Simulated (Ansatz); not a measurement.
Take MgSe in the rock salt structure (space group Fm-3m, No. 225; a = 5.4496 Å) as the base.

The change: cell and atoms relaxed at a pressure of 4.5 GPa.

Computed with Ansatz (a program for electronic structure) PBEsol, scalar-relativistic without spin-orbit coupling.

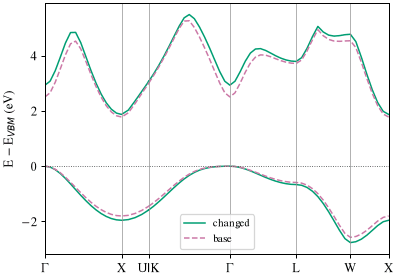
Highest valence and lowest conduction band along the path, each from its own valence-band maximum

**Question.** From the figure, how large is the changed gap, and is it direct?

**Answer.** About 1.9 eV, indirect, Γ → X.

Load acts through the strain it causes; cell and atoms are relaxed under it. Stability against distortions was not tested.
